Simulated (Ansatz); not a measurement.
# One shape, several levels: CH2BF (SMILES B[C]F)

Aim: a comparison of 6 runs (U-r2SCAN/STO-3G, U-wB97M-V/STO-3G, UB3LYP/STO-3G, UCCSDT(Q)/STO-3G, UCCSDT/STO-3G, UCCSDTQ/STO-3G) of CH2BF. 

Program for the calculation: Ansatz 0.2.0.

70 further runs of the same task are left out: 5 that didn't finish, 65 set aside as unsound or not needed.

## (1) The structure to begin with

CH2BF has 5 atoms, charge 0, and is taken as a triplet. SMILES: `B[C]F`. The H4–B1 distance was set to 1.458 Å, away from the relaxed value.

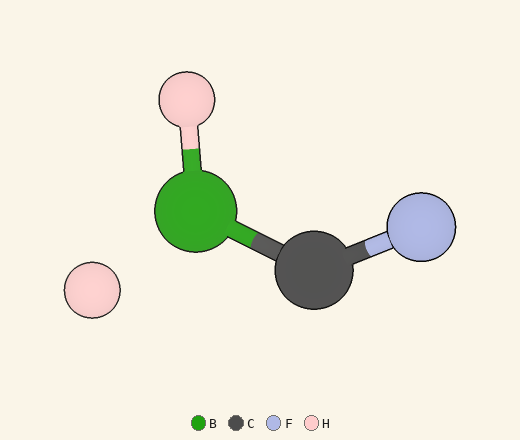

Viewed from a chosen angle; boron green, carbon dark grey, fluorine light blue, hydrogen pink.

## (2) A single-point energy at U-r2SCAN/STO-3G (run 1)

Input file molecule.yaml:

```yaml
crystal:
  periodic: [false, false, false]
  atoms:
    - {symbol: B, position_ang: [-0.383256, -0.086407, 0.087272]}
    - {symbol: C, position_ang: [1.022194, 0.343503, -0.037268]}
    - {symbol: F, position_ang: [1.838374, 1.060383, 0.698242]}
    - {symbol: H, position_ang: [-0.994750, -0.904870, -0.953460]}
    - {symbol: H, position_ang: [-0.993296, 0.242243, 1.037892]}
basis:
  gaussian:
    orbitals: STO-3G
magnetization:
  spin_polarized: true
  initial_magnetization: 2
hamiltonian:
  xc: {name: r2SCAN}
accuracy: high
```

On the command line:

```sh
$ ansatz run molecule.yaml --threads 1 --pin off --max-ram 2610MiB --events-out events.jsonl --progress --plain --runs-dir runs
```

What it wrote:

```text
Warning: RAYON_NUM_THREADS=1 ignored (pool sized by the plan → 1); use --threads N
Functional definition: r2SCAN
  name "r2SCAN"
  parameter k0 = 0.174
  parameter k1 = 0.065
  parameter a1 = 4.9479
  exchange = r2scan_x(k0 = k0, k1 = k1, a1 = a1)
  correlation = r2scan_c
293 factors; integrals over basis functions are off by at most 3.3e-8 eV
mean field evaluation 1: about -4392.9850 eV, gradient 2.0e1 eV
mean field evaluation 2: about -4391.7961 eV, gradient 2.2e1 eV
mean field evaluation 4: about -4395.9334 eV, gradient 1.0e0 eV
mean field evaluation 8: about -4395.8468 eV, gradient 5.1e-2 eV
mean field evaluation 16: about -4395.8468 eV, gradient 2.9e-6 eV
mean field -4395.84678945 eV, -161.5443899004 hartree, gradient 4.4e-8 eV, S^2 2.004340; 0 other end points of the search recorded, 0 dependent functions left out
reference -4395.84679009 eV, -161.5443899239 hartree; 12, 10 occupied and 5, 7 virtual orbitals, 293 factors
Total energy: -4395.84679009 eV, -161.5443899239 hartree
```

Run time: 2.9 s. Hardware: 1 thread of AMD EPYC 7R43 (Zen 3), shared host; peak memory 0.23 GiB.

## (3) The energy at U-wB97M-V/STO-3G (run 2)

Input file in.yaml:

```yaml
basis:
  gaussian:
    orbitals: STO-3G
crystal:
  periodic: [false, false, false]
  atoms:
    - symbol: B
      position_ang: [-0.383256, -0.086407, 0.087272]
    - symbol: C
      position_ang: [1.022194, 0.343503, -0.037268]
    - symbol: F
      position_ang: [1.838374, 1.060383, 0.698242]
    - symbol: H
      position_ang: [-0.994750, -0.904870, -0.953460]
    - symbol: H
      position_ang: [-0.993296, 0.242243, 1.037892]
magnetization:
  spin_polarized: true
  initial_magnetization: 2
hamiltonian:
  xc: {name: wB97M-V}
accuracy: high
```

On the command line:

```sh
$ ansatz run in.yaml --threads 1 --pin off --max-ram 2610MiB --events-out events.jsonl --progress --plain --runs-dir runs
```

What it wrote (excerpt; [...] marks lines left out):

```text
Warning: RAYON_NUM_THREADS=1 ignored (pool sized by the plan → 1); use --threads N
Functional definition: wB97M-V
  name "wB97M-V"
[...]
  gx(w, u) = 1 - cx + cx01*u + cx10*w
  gss(w, u) = css00 + css04*u^4 + css10*w + css20*w^2 + css43*w^4*u^3
  gos(w, u) = cos00 + cos10*w + (cos20 + cos21*u)*w^2 + (cos60 + cos61*u)*w^6
[...]
      + integral(e_c_pw_mod_opposite_spin*gos(b97_w_opposite, b97_u_opposite)) + vv10(b, c)
293 factors; integrals over basis functions are off by at most 3.3e-8 eV
143 factors; integrals over basis functions are off by at most 1.2e-9 eV
[...]
mean field -4397.00868656 eV, -161.5870888316 hartree, gradient 5.3e-8 eV, S^2 2.001600; 0 other end points of the search recorded, 0 dependent functions left out
reference -4397.00868853 eV, -161.5870889040 hartree; 12, 10 occupied and 5, 7 virtual orbitals, 293 factors
Total energy: -4397.00868853 eV, -161.5870889040 hartree
```

Wall time 13 s (1 thread of AMD EPYC 7R43 (Zen 3), shared host); peak memory 0.47 GiB.

Run 3 isn't shown in full; the table further down has it.

## (4) The energy at UCCSDT(Q)/STO-3G (run 4)

molecule.yaml, as its differences from that of step 2:

```diff
@@ -14,4 +14,7 @@
   initial_magnetization: 2
-hamiltonian:
-  xc: {name: r2SCAN}
+correlation:
+  method: ccsdt_q
+  frozen_orbitals: {B: 1, C: 1, F: 1, H: 0}
 accuracy: high
+scf:
+  omitted_lower_state_checks: [cluster_reference, increment]
```

On the command line:

```sh
$ ansatz run molecule.yaml --threads 1 --pin off --max-ram 2610MiB --events-out events.jsonl --progress --plain --runs-dir runs
```

What it wrote:

```text
Warning: RAYON_NUM_THREADS=1 ignored (pool sized by the plan → 1); use --threads N
[... 11 lines left out ...]
3 core orbitals not correlated: weight in the atoms' cores, before any rotation towards them, 1.000 or more for the frozen orbitals, at most 0.000 for the correlated occupied ones
[... 31 lines left out ...]
Total energy: -4379.89446480 eV, -160.9581527822 hartree
Checks for a lower state left out: cluster_reference, increment
```

Wall time 1.5 s (1 thread of AMD EPYC 7R43 (Zen 3), shared host); peak memory 0.13 GiB.

Run 5 isn't shown in full; the table further down has it.

## (5) The energy at UCCSDTQ/STO-3G (run 6)

Input file job.yaml:

```yaml
crystal:
  periodic: [false, false, false]
  atoms:
    - symbol: B
      position_ang: [-0.383256, -0.086407, 0.087272]
    - symbol: C
      position_ang: [1.022194, 0.343503, -0.037268]
    - symbol: F
      position_ang: [1.838374, 1.060383, 0.698242]
    - symbol: H
      position_ang: [-0.994750, -0.904870, -0.953460]
    - symbol: H
      position_ang: [-0.993296, 0.242243, 1.037892]
basis:
  gaussian:
    orbitals: STO-3G
magnetization:
  spin_polarized: true
  initial_magnetization: 2
correlation:
  method: ccsdtq
  frozen_orbitals: {B: 1, C: 1, F: 1, H: 0}
accuracy: high
scf:
  omitted_lower_state_checks: [cluster_reference, increment]
```

On the command line:

```sh
$ ansatz run job.yaml --threads 1 --pin off --max-ram 2610MiB --events-out events.jsonl --progress --plain --runs-dir runs
```

What it wrote:

```text
Warning: RAYON_NUM_THREADS=1 ignored (pool sized by the plan → 1); use --threads N
[... 11 lines left out ...]
3 core orbitals not correlated: weight in the atoms' cores, before any rotation towards them, 1.000 or more for the frozen orbitals, at most 0.000 for the correlated occupied ones
[... 35 lines left out ...]
Total energy: -4379.89094348 eV, -160.9580233762 hartree
Checks for a lower state left out: cluster_reference, increment
```

It took 81 s on 1 thread of AMD EPYC 7R43 (Zen 3), shared host; peak memory 0.48 GiB.

## (6) The series

```
run             level  frozen core orbitals  energy (Eh)   ⟨S²⟩  wall time
  1   U-r2SCAN/STO-3G                     –  -161.544390  2.004      2.9 s
  2  U-wB97M-V/STO-3G                     –  -161.587089  2.002       13 s
  3     UB3LYP/STO-3G                     –  -161.599472  2.002      1.3 s
  4  UCCSDT(Q)/STO-3G                     3  -160.958153  2.009      1.5 s
  5     UCCSDT/STO-3G                     3  -160.958085  2.009      1.1 s
  6    UCCSDTQ/STO-3G                     3  -160.958023  2.009       81 s
```

## (7) Summary of results

| quantity | value |
| --- | --- |
| run 6: total energy | -160.95802 Eh |
| run 6: correlation energy (3 core orbitals frozen) | -126.3 mEh |
| run 6: ⟨S²⟩ of the reference determinant | 2.009 |
| run 6: T1 diagnostic | 0.026 |

What this shows: Totals of different functionals can't be ranked against each other. In runs 1, 2, 3, 4, 5, 6 the basis is minimal, so the values are rough. All runs together took 1.7 min, the longest 81 s.
